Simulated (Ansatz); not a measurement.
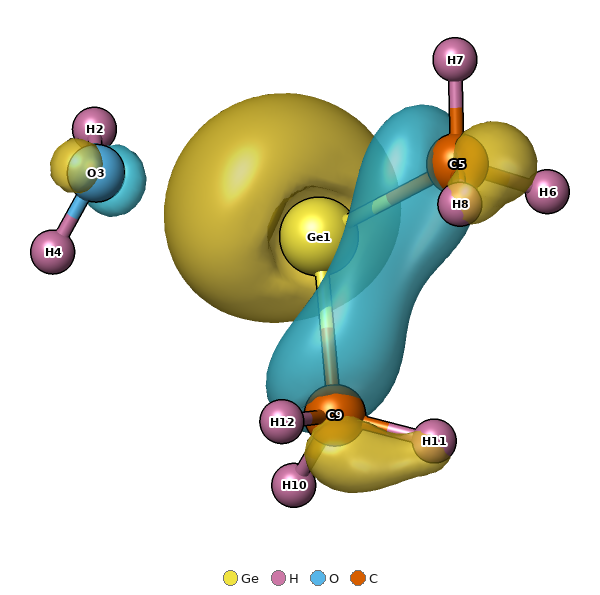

Figure. C2H6Ge···H2O. The HOMO at ±0.15 Å⁻³ᐟ² (yellow and cyan are the two phases), seen at a tilt.

Not at a stationary point (largest force 0.8 eV/Å).

The calculation used RKS PBE/def2-SVP in Ansatz 0.2.0.

```xyz
12

Ge   -0.8041    0.0145    0.6173
H     1.7697    0.1221    1.5790
O     2.1509   -0.1367    0.6993
H     2.1570   -1.1125    0.7705
C    -1.0541    1.5196   -0.6886
H    -2.1553    1.5882   -0.8601
H    -0.7135    2.4974   -0.2942
H    -0.5811    1.3240   -1.6735
C    -1.0293   -1.4783   -0.7240
H    -1.3029   -2.4416   -0.2469
H    -1.7747   -1.2276   -1.5079
H    -0.0514   -1.6211   -1.2384
```

Question: Describe this orbital and give its energy.

Answer: It lies mainly on Ge1 (about 60 %), C5 (about 15 %) and C9 (about 10 %). Its energy is −4.81 eV.
